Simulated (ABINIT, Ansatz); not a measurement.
## A GW run on KCl (Sylvite) in ABINIT, with inputs changed

Aim: change inputs of a GW run on KCl (Sylvite) and see what moves.

Method: PBE and many-body steps on it, plane waves, in ABINIT 10.8.3.

### Step 1. Starting point

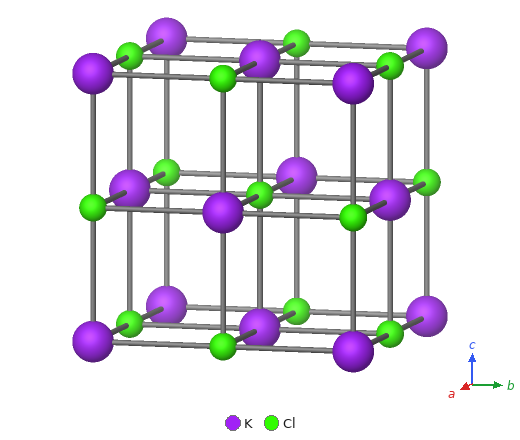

The starting structure, seen slightly off an axis (potassium purple, chlorine green). This picture shows the conventional cell, with its axes. Some periodic images of atoms are drawn too.

As a file:

```cif
data_structure
_symmetry_space_group_name_H-M 'Fm-3m'
_symmetry_Int_Tables_number 225
_cell_length_a 6.2929
_cell_length_b 6.2929
_cell_length_c 6.2929
_cell_angle_alpha 90.000
_cell_angle_beta 90.000
_cell_angle_gamma 90.000
_cell_volume 249.21
loop_
_atom_site_label
_atom_site_type_symbol
_atom_site_symmetry_multiplicity
_atom_site_Wyckoff_symbol
_atom_site_fract_x
_atom_site_fract_y
_atom_site_fract_z
_atom_site_occupancy
K1 K 4 a 0.00000 0.00000 0.00000 1
Cl1 Cl 4 b 0.50000 0.00000 0.00000 1
```

The cell and positions come from the Crystallography Open Database and are kept as given unless a step says otherwise.

### Step 2. Screening, 4×4×4 mesh, 83 bands, screening to 141.5 eV

This step: ABINIT 10.8.3; RPA screening on PBE, plane waves, norm-conserving pseudopotentials.

The RPA dielectric matrix is built and inverted for each q.

The input, run.abi:

```
acell 3*1.0 Angstrom
rprim 
  -0.000000000000 3.146470000000 3.146470000000
  3.146470000000 0.000000000000 3.146470000000
  3.146470000000 3.146470000000 -0.000000000000
ntypat 2
znucl 19 17
natom 2
typat 1 2
xred 
  0.000000000000 0.000000000000 0.000000000000
  0.500000000000 0.500000000000 0.500000000000
pp_dirpath "pseudos"
pseudos "K.upf, Cl.upf"
ecut 33
ngkpt 4 4 4
nshiftk 1
shiftk 0 0 0
kptopt 1
chksymbreak 0
istwfk *1
occopt 1
irdwfk 1
optdriver 3
nband 83
ecuteps 5.2
inclvkb 2
awtr 1
symchi 1
indata_prefix "in"
outdata_prefix "out"
tmpdata_prefix "tmp"
```

On the command line:

```
> OMP_NUM_THREADS=1 mpirun -n 4 abinit run.abi > log
```

Log:

```text
.Version 10.8.3 of ABINIT. v10.8.2 released Aug 2026.

 Symmetries : space group Fm -3 m (#225); Bravais cF (face-center cubic)
[... echo of the input left out ...]
== DATASET  1 ==================================================================
-   mpi_nproc: 4, omp_nthreads: 1 (-1 if OMP is not activated)

--- !DatasetInfo
iteration_state: {dtset: 1, }
dimensions: {natom: 2, nkpt: 8, mband: 83, nsppol: 1, nspinor: 1, nspden: 1, mpw: 3839, }
cutoff_energies: {ecut:  33.0, pawecutdg:  -1.0, }
electrons: {nelect:   1.60000000E+01, charge:   0.00000000E+00, occopt:   1.00000000E+00, tsmear:   1.00000000E-02, }

 SCREENING: Calculation of the susceptibility and dielectric matrices

 Based on a program developped by R.W. Godby, V. Olevano, G. Onida, and L. Reining.
 Incorporated in ABINIT by V. Olevano, G.-M. Rignanese, and M. Torrent.
.Using double precision arithmetic ; gwpc =  8

[... cell and pseudopotentials left out ...]
--------------------------------------------------------------------------------

 ==== K-mesh for the wavefunctions ====
 Number of points in the irreducible wedge :     8
[... list of points left out ...]
 Together with 48 symmetry operations and time-reversal symmetry
 yields    64 points in the full Brillouin Zone.

 ==== Q-mesh for the screening function ====
 Number of points in the irreducible wedge :     8
[... list of points left out ...]
 Together with 48 symmetry operations and time-reversal symmetry
 yields    64 points in the full Brillouin Zone.

 setmesh: FFT mesh size selected  =    32x   32x   32
          total number of points  =        32768

 vcoul_init : cutoff-mode = AUXILIARY_FUNCTION
 q-points for optical limit:   1
     1)      0.000010    0.000020    0.000030

- screening: taking advantage of time-reversal symmetry
- Maximum band index for partially occupied states nbvw = 8
- Remaining bands to be divided among processors   nbcw = 75
- Number of bands treated by each node ~18

 Number of electrons calculated from density =   16.0000; Expected =   16.0000
 average of density, n =  0.038056
 r_s =    1.8443
 omega_plasma =   18.8177 [eV]

 calculating chi0 at frequencies [eV] :
  1    0.000000E+00    0.000000E+00
  2    0.000000E+00    1.881772E+01

--------------------------------------------------------------------------------
  q-point number  1        q = ( 0.000000, 0.000000, 0.000000) [r.l.u.]
--------------------------------------------------------------------------------
[... chi0 elements left out ...]
 For q-point:  0.000010 0.000020 0.000030
  dielectric constant =   2.1768
  dielectric constant without local fields =   2.5833

  Average fulfillment of the sum rule on Im[epsilon] for q-point    1 :     65.00  [%]
[... wings left out ...]
  q-point number  2        q = ( 0.250000, 0.000000, 0.000000) [r.l.u.]
--------------------------------------------------------------------------------
[... chi0 elements left out ...]
  Average fulfillment of the sum rule on Im[epsilon] for q-point    2 :     74.68  [%]

 [... 6 further q-points ...]
```

The job ended after 31 s (4 MPI ranks of Intel Xeon Platinum 8259CL at 2.50GHz (Skylake/Cascade Lake), shared host; peak memory 0.89 GiB; 2.1 min of CPU time).

Numbers from this step:

```
ε∞ with local fields, on this mesh, along the program's q direction : 2.177
the same without local fields                                       : 2.583
plasma frequency                                                    : 18.82 eV
plane waves in the screening matrix                                 : 259
```

Local fields lower ε∞ by 16 %.

### Step 3. Base

The self-energy is evaluated for the states that the input lists, and the levels follow from it, in one-shot runs by the linearised quasiparticle equation.

This step: G0W0 on PBE, plane waves, norm-conserving pseudopotentials.

Changes to run.abi since step 2:

```diff
@@ -23,8 +23,15 @@
 irdwfk 1
-optdriver 3
+optdriver 4
 nband 83
+gwcalctyp 0
+ecutsigx 33
+symsigma 1
+nkptgw 1
+kptgw 
+  0.0000000000 0.0000000000 0.0000000000
+bdgw 
+  6 12
 ecuteps 5.2
-inclvkb 2
-awtr 1
-symchi 1
+irdscr 1
+ppmodel 1
 indata_prefix "in"
```

Log:

```text
.Version 10.8.3 of ABINIT. v10.8.2 released Aug 2026.

 Symmetries : space group Fm -3 m (#225); Bravais cF (face-center cubic)
[... echo of the input left out ...]
== DATASET  1 ==================================================================
-   mpi_nproc: 4, omp_nthreads: 1 (-1 if OMP is not activated)

--- !DatasetInfo
iteration_state: {dtset: 1, }
dimensions: {natom: 2, nkpt: 8, mband: 83, nsppol: 1, nspinor: 1, nspden: 1, mpw: 3839, }
cutoff_energies: {ecut:  33.0, pawecutdg:  -1.0, }
electrons: {nelect:   1.60000000E+01, charge:   0.00000000E+00, occopt:   1.00000000E+00, tsmear:   1.00000000E-02, }

 SIGMA: Calculation of the GW corrections

 Based on a program developped by R.W. Godby, V. Olevano, G. Onida, and L. Reining.
 Incorporated in ABINIT by V. Olevano, G.-M. Rignanese, and M. Torrent.
.Using double precision arithmetic ; gwpc =  8

[... cell and pseudopotentials left out ...]
--------------------------------------------------------------------------------

 ==== K-mesh for the wavefunctions ====
 Number of points in the irreducible wedge :     8
[... list of points left out ...]
 Together with 48 symmetry operations and time-reversal symmetry
 yields    64 points in the full Brillouin Zone.

 ==== Q-mesh for screening function ====
 Number of points in the irreducible wedge :     8
[... list of points left out ...]
 Together with 48 symmetry operations and time-reversal symmetry
 yields    64 points in the full Brillouin Zone.

 vcoul_init : cutoff-mode = AUXILIARY_FUNCTION
 q-points for optical limit:   1
     1)      0.000010    0.000020    0.000030
 setmesh: FFT mesh size selected  =    45x   45x   45
          total number of points  =        91125

 Number of electrons calculated from density =   16.0000; Expected =   16.0000
 average of density, n =  0.038056
 r_s =    1.8443
 omega_plasma =   18.8177 [eV]

 === KS Band Gaps ===
  >>>> For spin  1
   Minimum direct gap =   5.1895 [eV], located at k-point      :   0.0000  0.0000  0.0000
   Fundamental gap    =   5.1895 [eV], Top of valence bands at :   0.0000  0.0000  0.0000
                                       Bottom of conduction at :   0.0000  0.0000  0.0000
 SIGMA fundamental parameters:
 PLASMON POLE MODEL  1
 number of plane-waves for SigmaX                 3839
 number of plane-waves for SigmaC and W            259
 number of plane-waves for wavefunctions          3839
 number of bands                                    83
 number of independent spin polarizations            1
 number of spinorial components                      1
 number of k-points in IBZ                           8
 number of q-points in IBZ                           8
 number of symmetry operations                      48
 number of k-points in BZ                           64
 number of q-points in BZ                           64
 number of frequencies for dSigma/dE                 9
 frequency step for dSigma/dE [eV]                0.25
 number of omega for Sigma on real axis              0
 max omega for Sigma on real axis  [eV]           0.00
 zcut for avoiding poles [eV]                     0.10

 EPSILON^-1 parameters (SCR file):
 dimension of the eps^-1 matrix on file            259
 dimension of the eps^-1 matrix used               259
 number of plane-waves for wavefunctions          3839
 number of bands                                    83
 number of q-points in IBZ                           8
 number of frequencies                               2
 number of real frequencies                          1
 number of imag frequencies                          1

 matrix elements of self-energy operator (all in [eV])

 Perturbative Calculation

--- !SelfEnergy_ee
iteration_state: {dtset: 1, }
kpoint     : [   0.000,    0.000,    0.000, ]
spin       : 1
KS_gap     :    5.190
QP_gap     :    7.964
Delta_QP_KS:    2.775
data: !SigmaeeData |
     Band     E0 <VxcDFT>   SigX SigC(E0)      Z dSigC/dE  Sig(E)    E-E0       E
        6  -0.231 -14.148 -18.664   2.083   0.811  -0.233 -16.122  -1.974  -2.206
        7  -0.231 -14.148 -18.664   2.083   0.811  -0.233 -16.122  -1.974  -2.206
        8  -0.231 -14.148 -18.664   2.083   0.811  -0.233 -16.122  -1.974  -2.206
        9   4.958  -6.955  -3.245  -2.793   0.874  -0.144  -6.154   0.801   5.759
       10   8.135  -8.956  -4.051  -2.823   0.870  -0.149  -7.144   1.812   9.947
       11   8.135  -8.956  -4.051  -2.823   0.870  -0.149  -7.144   1.812   9.947
       12   8.135  -8.956  -4.051  -2.823   0.870  -0.149  -7.144   1.812   9.947

== END DATASET(S) ==============================================================
================================================================================

 -outvars: echo values of variables after computation  --------
           etotal      0.0000000000E+00
            nband          83
             nkpt           8
          spgroup         225
 [... the other variables as echoed above ...]

 Calculation completed.
```

Wall time 9.3 s (4 MPI ranks); peak memory 0.94 GiB.

Numbers from this step:

```yaml
g0w0_gap_on_the_points_computed: 7.965 eV
starting_gap_on_the_mesh: 5.190 eV
k_of_the_valence_top: 0, 0, 0
k_of_the_conduction_bottom: 0, 0, 0
z_at_the_valence_top: 0.811
z_at_the_conduction_bottom: 0.874
least_direct_g0w0_gap_on_the_computed_points: 7.965 eV
```

The gap on the mesh goes from 5.19 eV to 7.96 eV, a correction of +2.78 eV.

### Step 4. Scissors in G

Changes to run.abi since step 3:

```diff
@@ -36,2 +36,3 @@
 ppmodel 1
+mbpt_sciss 0.5 eV
 indata_prefix "in"
```

Log:

```text
.Version 10.8.3 of ABINIT. v10.8.2 released Aug 2026.

 Symmetries : space group Fm -3 m (#225); Bravais cF (face-center cubic)
[... echo of the input left out ...]
== DATASET  1 ==================================================================
-   mpi_nproc: 4, omp_nthreads: 1 (-1 if OMP is not activated)

--- !DatasetInfo
iteration_state: {dtset: 1, }
dimensions: {natom: 2, nkpt: 8, mband: 83, nsppol: 1, nspinor: 1, nspden: 1, mpw: 3839, }
cutoff_energies: {ecut:  33.0, pawecutdg:  -1.0, }
electrons: {nelect:   1.60000000E+01, charge:   0.00000000E+00, occopt:   1.00000000E+00, tsmear:   1.00000000E-02, }

 SIGMA: Calculation of the GW corrections

 Based on a program developped by R.W. Godby, V. Olevano, G. Onida, and L. Reining.
 Incorporated in ABINIT by V. Olevano, G.-M. Rignanese, and M. Torrent.
.Using double precision arithmetic ; gwpc =  8

[... cell and pseudopotentials left out ...]
--------------------------------------------------------------------------------

 ==== K-mesh for the wavefunctions ====
 Number of points in the irreducible wedge :     8
[... list of points left out ...]
 Together with 48 symmetry operations and time-reversal symmetry
 yields    64 points in the full Brillouin Zone.

 ==== Q-mesh for screening function ====
 Number of points in the irreducible wedge :     8
[... list of points left out ...]
 Together with 48 symmetry operations and time-reversal symmetry
 yields    64 points in the full Brillouin Zone.

 vcoul_init : cutoff-mode = AUXILIARY_FUNCTION
 q-points for optical limit:   1
     1)      0.000010    0.000020    0.000030
 setmesh: FFT mesh size selected  =    45x   45x   45
          total number of points  =        91125

 Number of electrons calculated from density =   16.0000; Expected =   16.0000
[...]
number of frequencies for dSigma/dE                 9
 frequency step for dSigma/dE [eV]                0.25
 number of omega for Sigma on real axis              0
 max omega for Sigma on real axis  [eV]           0.00
 zcut for avoiding poles [eV]                     0.10
 scissor energy [eV]                              0.50

 EPSILON^-1 parameters (SCR file):
 dimension of the eps^-1 matrix on file            259
 dimension of the eps^-1 matrix used               259
 number of plane-waves for wavefunctions          3839
 number of bands                                    83
 number of q-points in IBZ                           8
 number of frequencies                               2
 number of real frequencies                          1
 number of imag frequencies                          1

 matrix elements of self-energy operator (all in [eV])

 Perturbative Calculation

--- !SelfEnergy_ee
iteration_state: {dtset: 1, }
kpoint     : [   0.000,    0.000,    0.000, ]
spin       : 1
KS_gap     :    5.190
QP_gap     :    8.005
Delta_QP_KS:    2.816
data: !SigmaeeData |
     Band     E0 <VxcDFT>   SigX SigC(E0)      Z dSigC/dE  Sig(E)    E-E0       E
        6  -0.231 -14.148 -18.664   2.106   0.812  -0.232 -16.105  -1.958  -2.189
        7  -0.231 -14.148 -18.664   2.106   0.812  -0.232 -16.105  -1.958  -2.189
        8  -0.231 -14.148 -18.664   2.106   0.812  -0.232 -16.105  -1.958  -2.189
        9   4.958  -6.955  -3.245  -2.800   0.874  -0.144  -6.097   0.858   5.816
       10   8.135  -8.956  -4.051  -2.830   0.871  -0.149  -7.085   1.872  10.007
       11   8.135  -8.956  -4.051  -2.830   0.871  -0.149  -7.085   1.872  10.007
       12   8.135  -8.956  -4.051  -2.830   0.871  -0.149  -7.085   1.872  10.007

== END DATASET(S) ==============================================================
================================================================================

 -outvars: echo values of variables after computation  --------
           etotal      0.0000000000E+00
            nband          83
             nkpt           8
          spgroup         225
 [... the other variables as echoed above ...]

 Calculation completed.
```

Wall time 8.7 s (4 MPI ranks); peak memory 0.78 GiB.

This step gave:

* G0W0 gap on the points computed: 8.005 eV
* starting gap on the mesh: 5.190 eV
* k of the valence top: 0, 0, 0
* k of the conduction bottom: 0, 0, 0
* Z at the valence top: 0.812
* Z at the conduction bottom: 0.874
* least direct G0W0 gap on the computed points: 8.005 eV

### Step 5. Another k mesh than the file's

Changes to run.abi since step 4:

```diff
@@ -15,3 +15,3 @@
 ecut 33
-ngkpt 4 4 4
+ngkpt 5 5 5
 nshiftk 1
@@ -36,3 +36,2 @@
 ppmodel 1
-mbpt_sciss 0.5 eV
 indata_prefix "in"
```

Log:

```text
.Version 10.8.3 of ABINIT. v10.8.2 released Aug 2026.

 Symmetries : space group Fm -3 m (#225); Bravais cF (face-center cubic)
================================================================================
 Values of the parameters that define the memory need of the present run
     intxc =       0    ionmov =       0      iscf =       7    lmnmax =       6
     lnmax =       6     mgfft =      45  mpssoang =       3    mqgrid =    3001
     natom =       2  nloc_mem =       1    nspden =       1   nspinor =       1
    nsppol =       1      nsym =      48    n1xccc =    2501    ntypat =       2
    occopt =       1   xclevel =       2
-    mband =          83        mffmem =           1         mkmem =           3
       mpw =        3839          nfft =       91125          nkpt =          10
================================================================================
  Rough estimation (10% accuracy) of disk space for files :
================================================================================

--------------------------------------------------------------------------------
------------- Echo of variables that govern the present computation ------------
--------------------------------------------------------------------------------
 -outvars: echo values of preprocessed input variables --------
            acell      1.8897261259E+00  1.8897261259E+00  1.8897261259E+00 Bohr

             bdgw           6      12
      chksymbreak           0
             ecut      3.30000000E+01 Hartree
          ecuteps      5.20000000E+00 Hartree
         ecutsigx      3.30000000E+01 Hartree
          ecutwfn      3.30000000E+01 Hartree
-          fftalg         312
           irdscr           1
           irdwfk           1

              ixc     -101130
[...]
.Using double precision arithmetic ; gwpc =  8

 Real(R)+Recip(G) space primitive vectors, cartesian coordinates (Bohr,Bohr^-1):
 R(1)=  0.0000000  5.9459666  5.9459666  G(1)= -0.0840906  0.0840906  0.0840906
 R(2)=  5.9459666  0.0000000  5.9459666  G(2)=  0.0840906 -0.0840906  0.0840906
 R(3)=  5.9459666  5.9459666  0.0000000  G(3)=  0.0840906  0.0840906 -0.0840906
 Unit cell volume ucvol=  4.2043357E+02 bohr^3
 Angles (23,13,12)=  6.00000000E+01  6.00000000E+01  6.00000000E+01 degrees

--- Pseudopotential description ------------------------------------------------
- K Generated using ONCVPSP code by D. R. Hamann
- 19.00000   9.00000  171031                  znucl, zion, pspdat
12 -101130 2 -1 2222                          pspcod,pspxc,lmax,lloc,mmax
     nproj     2     2     2
  pspatm : epsatm=    8.42413758
         --- l  ekb(1:nproj) -->
[...]
pspatm: atomic psp has been read  and splines computed

- Cl Generated using ONCVPSP code by D. R. Hamann
- 17.00000   7.00000  171031                  znucl, zion, pspdat
12 -101130 2 -1 1028                          pspcod,pspxc,lmax,lloc,mmax
     nproj     2     2     2
  pspatm : epsatm=    9.12776517
         --- l  ekb(1:nproj) -->
[...]
1    3.821713    1.107519
             2   -2.938609   -0.805455
 pspatm: atomic psp has been read  and splines computed

   2.80830444E+02                                ecore*ucvol(ha*bohr**3)
--------------------------------------------------------------------------------

--- !ERROR
message: |
    Cannot continue, basic dimensions/parameters reported in the header do not agree with input file.
    Check consistency between the content of the WFK external file and the input file.

--- !ERROR
message: |
    Cannot continue, basic dimensions/parameters reported in the header do not agree with input file.
    Check consistency between the content of the WFK external file and the input file.

--- from the log ---
Cannot continue, basic dimensions/parameters reported in the header do not agree with input file.
    Check consistency between the content of the WFK external file and the input file.
```

Elapsed: 2.5 s, on 4 MPI ranks; peak memory 0.06 GiB.

The run stopped with an error after 2.5 s.

The program's words: Cannot continue, basic dimensions/parameters reported in the header do not agree with input file. Check consistency between the content of the WFK external file and the input file.

The fault put into this input: another k mesh than the file's.

### Step 6. The runs together

Times are wall times on 4 MPI ranks of Intel Xeon Platinum 8259CL at 2.50GHz (Skylake/Cascade Lake), shared host, good to a factor of about two. A run's time includes the screening step that it read.

```
          run   mesh  bands  screening cutoff (eV)  DFT gap (eV)  gap on the mesh (eV)  direct (eV)  ε∞ used  time
         base  4×4×4     83                  141.5         5.190                 7.965        7.965     2.18  41 s
scissors in G  4×4×4     83                  141.5         5.190                 8.005        8.005     2.18  40 s
```

### Step 7. Results

| Property | Result |
| --- | --- |
| base | 7.965 eV |
| scissors in G | 8.005 eV |
| known limits | not at the basis limit |

In words: Scissors in G: +0.040 eV against base (keys changed: mbpt_sciss). Bands and cutoff are finite, so the gap is not at the basis limit. The miss can reach some tenths of an eV and take either sign; the mesh is an error of its own. In the G0W0 runs levels were corrected at 1 k point alone, so a gap called «on the mesh» is the least over those, and an edge elsewhere would be missed.

[Paths, hosts, dates, memory and timing lines, banners, echoed tables and standing remarks are left out of the program output.]

[Logs are printed without paths, hosts, clocks, repeated set-up lines and the standing remarks that a program may print on its own settings, such as how far it seeks lower states.]

[Runs of the session that timed out or met a known fault of the program may be left out.]

[Hosts, paths, dates, database ids (printed as entryN), source tags and the programs' standing remarks are cut or masked in the printed files.]

[G0W0 gaps are taken among the corrected bands and points alone; a level outside them can change the order at an edge.]

[Where Ansatz stands beside ABINIT at settings called matched, ABINIT's density can come from a denser mesh and the files from another edition; pairs whose starting gaps differed by over 0.03 eV were left out, so agreement reads better than it is.]
